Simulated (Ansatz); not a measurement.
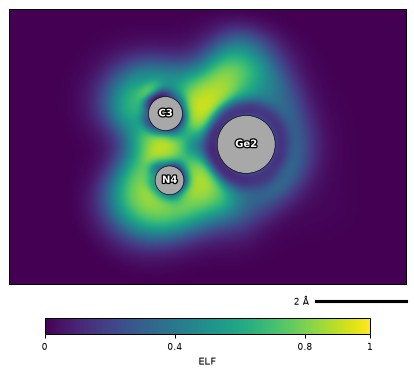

Figure 1: C2H7GeN (SMILES [CH3][GeH]1[CH2][NH]1). ELF on the plane of atoms Ge2, N4 and C3. Grey discs cover the atomic cores.

Geometry: PBE0-D4/def2-TZVP.

Level of theory: RKS PBE0-D4/def2-TZVPP (Ansatz 0.2.0).

The calculation's input:

```
crystal:
  periodic: [false, false, false]
  atoms:
    - {symbol: C, position_ang: [-1.103179, 1.461435, -0.185597]}
    - {symbol: Ge, position_ang: [-0.123520, -0.159755, -0.589114]}
    - {symbol: C, position_ang: [1.413707, -0.745699, 0.393881]}
    - {symbol: N, position_ang: [0.125958, -1.273448, 0.902598]}
    - {symbol: H, position_ang: [-0.823397, 2.266875, -0.864905]}
    - {symbol: H, position_ang: [-2.176187, 1.284570, -0.267147]}
    - {symbol: H, position_ang: [-0.868264, 1.754531, 0.837537]}
    - {symbol: H, position_ang: [-0.424230, -0.872599, -1.909951]}
    - {symbol: H, position_ang: [1.917040, -0.069327, 1.080108]}
    - {symbol: H, position_ang: [2.095964, -1.438077, -0.095887]}
    - {symbol: H, position_ang: [0.031406, -2.265405, 0.719077]}
basis:
  gaussian: {orbitals: def2-TZVPP}
hamiltonian: {xc: pbe0, dispersion: d4}
output: {orbitals: {seedname: orbitals}}
```

Launched as:

```sh
ansatz run in.yaml --threads 4 --pin off --events-out ev --progress --plain --max-ram 10444MiB
```

Describe what can be read from this map.

- The section cuts through Ge, C and N sites.
- C–N (1.48 Å): the ELF peaks at about 0.90 between the atoms; a shared electron pair.
- Ge–N (1.88 Å): the ELF peaks at about 0.80 in the valence shell of N, 0.6 Å from its nucleus, and is about 0.40 at the midpoint.
- C–Ge (1.92 Å): the ELF peaks at about 0.80 in the valence shell of C, 0.7 Å from its nucleus, and is about 0.50 at the midpoint.
